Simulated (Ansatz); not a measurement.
```xyz
5

C     0.0930   -0.4732   -0.0404
Ge   -1.0456   -0.4929    1.6438
O     0.2030    0.3621   -0.9668
H     0.7447   -1.4191   -0.1272
H    -1.7484    0.9561    1.3441
```

Geometry: BLYP-D3(BJ)/def2-SVPD.

These are results of isolated molecule in a Gaussian basis; Kohn-Sham density functional theory, functional PBE0 in Ansatz 0.2.0, not measurements.

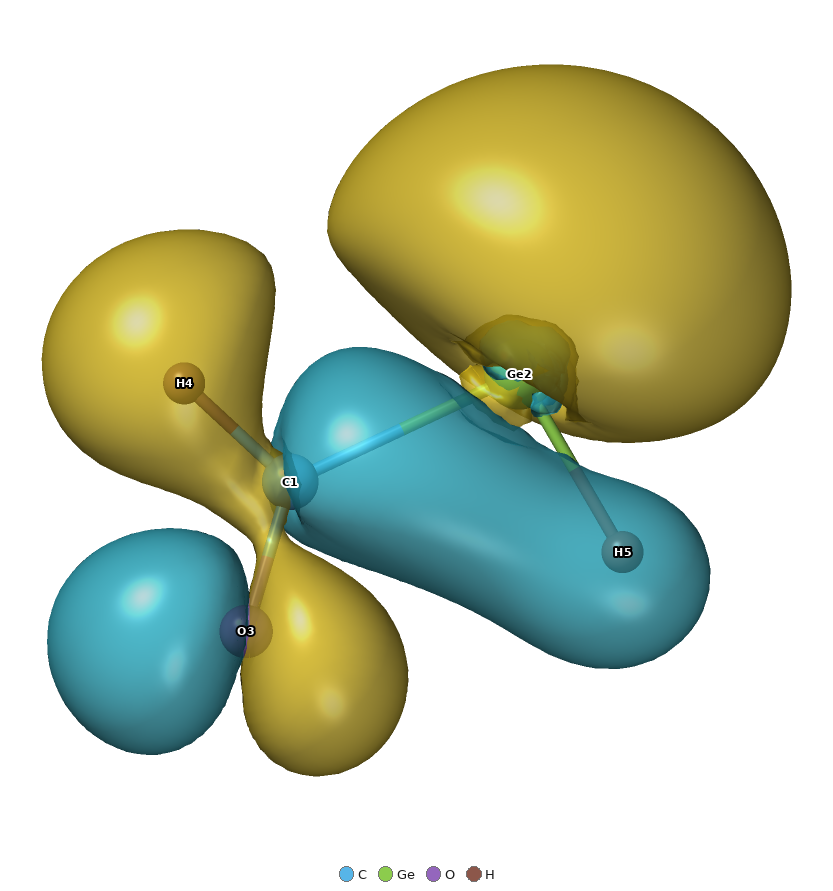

CH2GeO (SMILES [O-][CH]=[GeH]) (charge −1, doublet). The HOMO (β) at ±0.06 Å⁻³ᐟ² (yellow and cyan are the two phases), seen across its widest extent.

What is the character of this orbital?

Its weight (Hirshfeld) is mainly on Ge2 (about 50 %), O3 (about 25 %), C1 (about 15 %) and H4 (about 5 %); it is symmetric in the molecular plane (an in-plane orbital: σ, lone-pair or in-plane π type). Its energy is −0.63 eV.
